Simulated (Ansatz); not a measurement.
**Geometry relaxation, with input and output: CHBrSi**

The run: geometry relaxation of CHBrSi. Method and program: RKS PBE0-D4/def2-TZVP (Ansatz 0.2.0).

Figures and captions count atoms from 1; the log counts them from 0 in places.

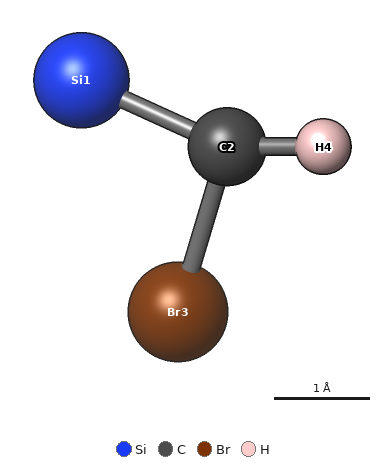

*The starting structure (ball-and-stick view, seen at a tilt; atoms are numbered from 1 in the order of the input).*

Bond lengths as drawn: Br–C 1.99 Å, C–H 1.10 Å and C–Si 1.74 Å.

The input:
```yaml
crystal:
  periodic: [false, false, false]
  atoms:
    - {symbol: Si, position_ang: [1.160127, -0.670429, 0.889837]}
    - {symbol: C, position_ang: [-0.131850, -0.331981, -0.218860]}
    - {symbol: Br, position_ang: [-0.152014, 1.585693, 0.315461]}
    - {symbol: H, position_ang: [-0.876262, -0.583283, -0.986428]}
basis:
  gaussian: {orbitals: def2-TZVP}
hamiltonian: {xc: pbe0, dispersion: d4}
relax: {f_tol: 0.005, max_steps: 200}
```

Machine: 2 threads of Intel Xeon @ 2.50GHz, 11 GiB of memory available, shared host.

Launched with:
```bash
ansatz run in.yaml --threads 2 --pin off --events-out ev --progress --plain --max-ram 4352MiB
```

Output:
```
Functional definition: PBE0
  name "PBE0"
  cite "Adamo & Barone, J. Chem. Phys. 110, 6158 (1999) doi:10.1063/1.478522"
  cite "Perdew, Burke & Ernzerhof, Phys. Rev. Lett. 77, 3865 (1996) doi:10.1103/PhysRevLett.77.3865"
  parent pbe
  parameter a = 0.25
  parameter kappa = 0.804
  parameter beta = 0.06672455060314922
  exchange = (1 - a)*pbe_x(kappa = kappa, mu = beta*pi^2/3) + a*exact_x
  correlation = pbe_c(beta = beta)
905 factors; their error is unknown
mean field evaluation 1: about -78954.5993 eV, gradient 5.5e1 eV
mean field evaluation 2: about -78931.8652 eV, gradient 9.1e1 eV
mean field evaluation 4: about -78961.9301 eV, gradient 7.3e0 eV
mean field evaluation 8: about -78962.5397 eV, gradient 4.5e-1 eV
mean field evaluation 16: about -78962.5399 eV, gradient 2.6e-5 eV
mean field -78962.53988294 eV, -2901.8198179663 hartree, gradient 2.6e-5 eV, S^2 0.000000; 0 other end points of the search recorded, 0 dependent functions left out
the calculation of the forces begins
reference -78962.53990514 eV, -2901.8198187819 hartree; 28, 28 occupied and 94, 94 virtual orbitals, 905 factors
relax step   1: F+E_penalty+E_count = -78962.62906102 eV  Δ(F+E_penalty+E_count) = +0.000e0 eV  max|allowed force component| = 7.532e-1 eV/Å  Δτ_max = 0.0000 Å  (29 SCF iters, accepted)
these checks for a lower state are left out or cut short: starts, cluster_reference, orbital_swaps, neighbouring_geometries, increment
905 factors; their error is unknown
mean field -78962.56331531 eV, -2901.8206790898 hartree, gradient 1.1e-5 eV, S^2 0.000000; 0 other end points of the search recorded, 0 dependent functions left out
the calculation of the forces begins
reference -78962.56333743 eV, -2901.8206799028 hartree; 28, 28 occupied and 94, 94 virtual orbitals, 905 factors
relax step   2: F+E_penalty+E_count = -78962.65257342 eV  Δ(F+E_penalty+E_count) = -2.351e-2 eV  max|allowed force component| = 3.432e-1 eV/Å  Δτ_max = 0.0205 Å  (35 SCF iters, accepted)
these checks for a lower state are left out or cut short: starts, cluster_reference, orbital_swaps, neighbouring_geometries, increment
905 factors; their error is unknown
mean field -78962.56760782 eV, -2901.8208368368 hartree, gradient 1.0e-5 eV, S^2 0.000000; 0 other end points of the search recorded, 0 dependent functions left out
the calculation of the forces begins
reference -78962.56762990 eV, -2901.8208376480 hartree; 28, 28 occupied and 94, 94 virtual orbitals, 905 factors
relax step   3: F+E_penalty+E_count = -78962.65692327 eV  Δ(F+E_penalty+E_count) = -4.350e-3 eV  max|allowed force component| = 6.697e-2 eV/Å  Δτ_max = 0.0150 Å  (34 SCF iters, accepted)
these checks for a lower state are left out or cut short: starts, cluster_reference, orbital_swaps, neighbouring_geometries, increment
905 factors; their error is unknown
mean field evaluation 32: about -78962.1017 eV, gradient 5.0e-1 eV
mean field -78962.56777976 eV, -2901.8208431554 hartree, gradient 1.0e-5 eV, S^2 0.000000; 0 other end points of the search recorded, 0 dependent functions left out
the calculation of the forces begins
reference -78962.56780183 eV, -2901.8208439665 hartree; 28, 28 occupied and 94, 94 virtual orbitals, 905 factors
relax step   4: F+E_penalty+E_count = -78962.65709354 eV  Δ(F+E_penalty+E_count) = -1.703e-4 eV  max|allowed force component| = 5.491e-2 eV/Å  Δτ_max = 0.0019 Å  (35 SCF iters, accepted)
these checks for a lower state are left out or cut short: starts, cluster_reference, orbital_swaps, neighbouring_geometries, increment
905 factors; their error is unknown
mean field -78962.56800643 eV, -2901.8208514855 hartree, gradient 1.0e-5 eV, S^2 0.000000; 0 other end points of the search recorded, 0 dependent functions left out
the calculation of the forces begins
reference -78962.56802850 eV, -2901.8208522966 hartree; 28, 28 occupied and 94, 94 virtual orbitals, 905 factors
relax step   5: F+E_penalty+E_count = -78962.65731627 eV  Δ(F+E_penalty+E_count) = -2.227e-4 eV  max|allowed force component| = 2.589e-2 eV/Å  Δτ_max = 0.0087 Å  (34 SCF iters, accepted)
these checks for a lower state are left out or cut short: starts, cluster_reference, orbital_swaps, neighbouring_geometries, increment
905 factors; their error is unknown
mean field -78962.56809297 eV, -2901.8208546657 hartree, gradient 1.0e-5 eV, S^2 0.000000; 0 other end points of the search recorded, 0 dependent functions left out
the calculation of the forces begins
reference -78962.56811503 eV, -2901.8208554763 hartree; 28, 28 occupied and 94, 94 virtual orbitals, 905 factors
relax step   6: F+E_penalty+E_count = -78962.65740371 eV  Δ(F+E_penalty+E_count) = -8.743e-5 eV  max|allowed force component| = 5.460e-3 eV/Å  Δτ_max = 0.0048 Å  (35 SCF iters, accepted)
these checks for a lower state are left out or cut short: starts, cluster_reference, orbital_swaps, neighbouring_geometries, increment
905 factors; their error is unknown
mean field -78962.56810929 eV, -2901.8208552655 hartree, gradient 1.0e-5 eV, S^2 0.000000; 0 other end points of the search recorded, 0 dependent functions left out
the calculation of the forces begins
reference -78962.56813135 eV, -2901.8208560763 hartree; 28, 28 occupied and 94, 94 virtual orbitals, 905 factors
relax step   7: F+E_penalty+E_count = -78962.65741977 eV  Δ(F+E_penalty+E_count) = -1.607e-5 eV  max|allowed force component| = 2.259e-4 eV/Å  Δτ_max = 0.0015 Å  (35 SCF iters, accepted)
905 factors; their error is unknown
mean field evaluation 64: about -78962.5681 eV, gradient 2.5e-3 eV
```

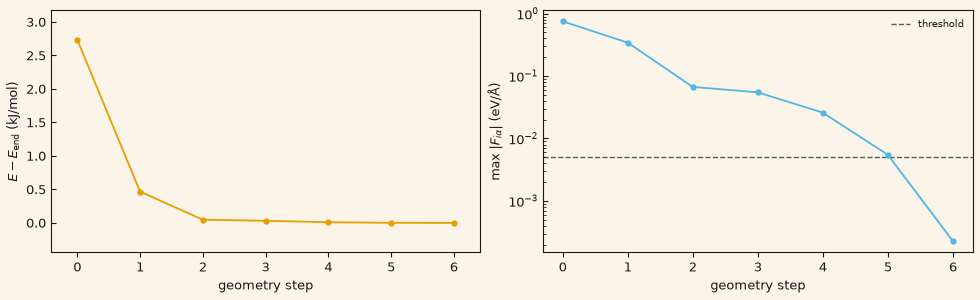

*Progress of the relaxation, step by step (the first geometry is step 0 here and step 1 in the log).*

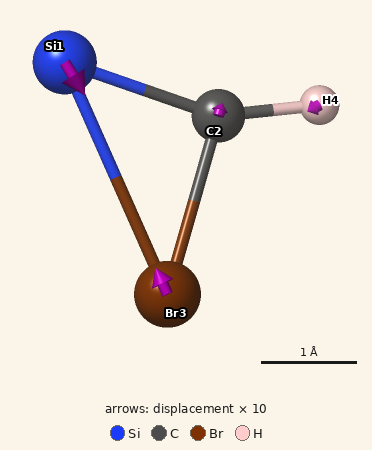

*The starting structure with the displacements as pink arrows, magnified 10 times (ball-and-stick view, seen at a tilt). The two geometries are laid on each other by the best rigid fit.*

Over 6 geometry steps the energy falls by 2.74 kJ/mol. Largest force component: 0.75 eV/Å at the start, 0.00023 eV/Å at the end. The atom that moves furthest after the best rigid fit is Si1 (0.041 Å). By element the largest moves are Si 0.041 Å, Br 0.031 Å, H 0.015 Å, C 0.015 Å. Distances before and after: Si1–Br3 2.672 → 2.601 Å, Si1–C2 1.736 → 1.705 Å, C2–H4 1.098 → 1.078 Å, C2–Br3 1.991 → 1.982 Å. Among the angles that change: Si1–C2–H4 155.0° → 157.3°. (Atoms are counted from 1 in the order of the input.)

```
mean field -78962.56810929 eV, -2901.8208552655 hartree, gradient 1.0e-5 eV, S^2 0.000000; 1 other end points of the search recorded, 0 dependent functions left out
the calculation of the forces begins
reference -78962.56813135 eV, -2901.8208560763 hartree; 28, 28 occupied and 94, 94 virtual orbitals, 905 factors
Total energy: -78962.65744183 eV, -2901.8241381758 hartree
Atom 0 at     1.136930    -0.638700     0.877321 Å, force     0.000069    -0.000124     0.000068 eV/Å
Atom 1 at    -0.131789    -0.345987    -0.222826 Å, force     0.000066     0.000226     0.000005 eV/Å
Atom 2 at    -0.136877     1.559859     0.322149 Å, force    -0.000069    -0.000074    -0.000072 eV/Å
Atom 3 at    -0.868263    -0.575172    -0.976634 Å, force    -0.000066    -0.000027    -0.000001 eV/Å
Dipole moment:    -0.000447    -0.146793    -0.042779 e Å
```

Trajectory as extended XYZ (Å, eV, eV/Å), 7 frames, from step=1 to step=7:
```
4
Properties=species:S:1:pos:R:3:forces:R:3 step=1 energy=-78962.62906
Si    1.1601   -0.6704    0.8898   -0.7532   0.3079  -0.6144
C    -0.1318   -0.3320   -0.2189    0.2519  -0.1500   0.1919
Br   -0.1520    1.5857    0.3155    0.0621  -0.3475  -0.0423
H    -0.8763   -0.5833   -0.9864    0.4392   0.1896   0.4648
4
Properties=species:S:1:pos:R:3:forces:R:3 step=2 energy=-78962.65257
Si    1.1467   -0.6577    0.8810   -0.3432   0.1420  -0.2795
C    -0.1324   -0.3336   -0.2199    0.2021  -0.1178   0.1548
Br   -0.1464    1.5701    0.3162    0.0270  -0.0900  -0.0008
H    -0.8679   -0.5787   -0.9773    0.1142   0.0658   0.1255
4
Properties=species:S:1:pos:R:3:forces:R:3 step=3 energy=-78962.65692
Si    1.1371   -0.6480    0.8747    0.0165   0.0160   0.0202
C    -0.1315   -0.3367   -0.2198   -0.0122  -0.0670  -0.0313
Br   -0.1414    1.5627    0.3187    0.0037   0.0289   0.0118
H    -0.8642   -0.5779   -0.9736   -0.0079   0.0221  -0.0007
4
Properties=species:S:1:pos:R:3:forces:R:3 step=4 energy=-78962.65709
Si    1.1370   -0.6463    0.8753    0.0071   0.0149   0.0104
C    -0.1315   -0.3383   -0.2207   -0.0001  -0.0549  -0.0144
Br   -0.1405    1.5622    0.3195    0.0027   0.0218   0.0087
H    -0.8650   -0.5776   -0.9741   -0.0097   0.0182  -0.0047
4
Properties=species:S:1:pos:R:3:forces:R:3 step=5 energy=-78962.65732
Si    1.1381   -0.6406    0.8778    0.0035   0.0040   0.0046
C    -0.1305   -0.3469   -0.2218   -0.0259   0.0145  -0.0206
Br   -0.1393    1.5592    0.3198    0.0129   0.0037   0.0132
H    -0.8683   -0.5717   -0.9758    0.0094  -0.0223   0.0027
4
Properties=species:S:1:pos:R:3:forces:R:3 step=6 energy=-78962.65740
Si    1.1368   -0.6373    0.8771   -0.0002  -0.0042   0.0011
C    -0.1329   -0.3467   -0.2225    0.0055   0.0011  -0.0021
Br   -0.1357    1.5598    0.3231   -0.0048  -0.0018  -0.0041
H    -0.8681   -0.5758   -0.9777   -0.0005   0.0049   0.0051
4
Properties=species:S:1:pos:R:3:forces:R:3 step=7 energy=-78962.65742
Si    1.1369   -0.6387    0.8773    0.0001  -0.0001   0.0001
C    -0.1318   -0.3460   -0.2228    0.0001   0.0002   0.0000
Br   -0.1369    1.5599    0.3221   -0.0001  -0.0001  -0.0001
H    -0.8683   -0.5752   -0.9766   -0.0001   0.0000   0.0000
```

Key numbers:

```tsv
quantity	value
outcome	converged
total energy	−78962.6574 eV
mean-field energy	−78962.5681 eV
dispersion energy	−0.0893 eV
SCF solution under orbital rotations	stable
largest force (length of the vector) at the end	under 0.001 eV/Å
dipole moment	0.73 D
wall time	36 s (CPU time 65 s)
peak memory	0.25 GiB
```
